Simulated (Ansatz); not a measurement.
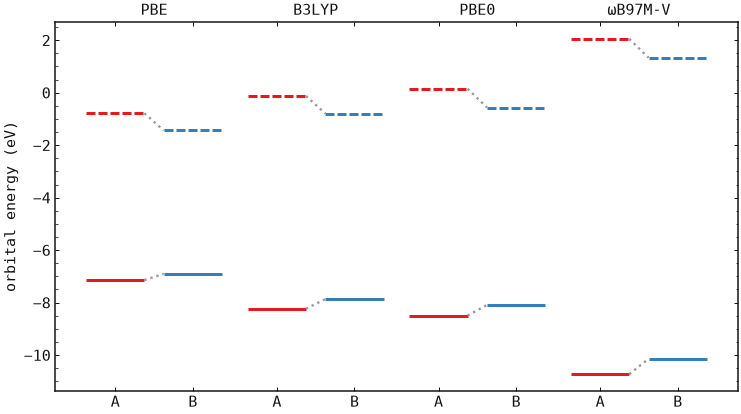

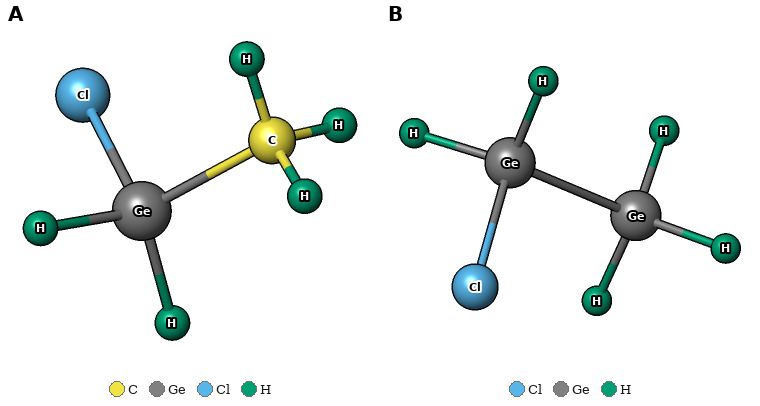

One change: A, CH₅ClGe (SMILES [CH3][GeH2][Cl]), becomes B, Ge₂H₅Cl (SMILES [Cl][GeH2][GeH3]). CH₃ on Ge is replaced by GeH₃. HOMO (solid) and LUMO (dashed) computed in def2-TZVPP at PBE0-D4/def2-TZVP geometries, both minima by their frequencies, gas phase, the Ansatz code 0.2.0. Empty levels above zero depend strongly on the basis.

### What does the change do to HOMO and LUMO?

PBE: the HOMO rises by 0.24 eV, the LUMO falls by 0.65 eV, and the separation goes from 6.36 to 5.47 eV. B3LYP: the HOMO rises by 0.37 eV, the LUMO falls by 0.67 eV, and the separation goes from 8.11 to 7.07 eV. PBE0: the HOMO rises by 0.41 eV, the LUMO falls by 0.72 eV, and the separation goes from 8.65 to 7.52 eV. ωB97M-V: the HOMO rises by 0.59 eV, the LUMO falls by 0.72 eV, and the separation goes from 12.78 to 11.47 eV.

### Do the functionals agree on the effect?

They agree on the direction for both levels; the HOMO shift lies between 0.24 and 0.59 eV and the LUMO shift between −0.72 and −0.65 eV, while the separations themselves differ by up to 6.4 eV between functionals.
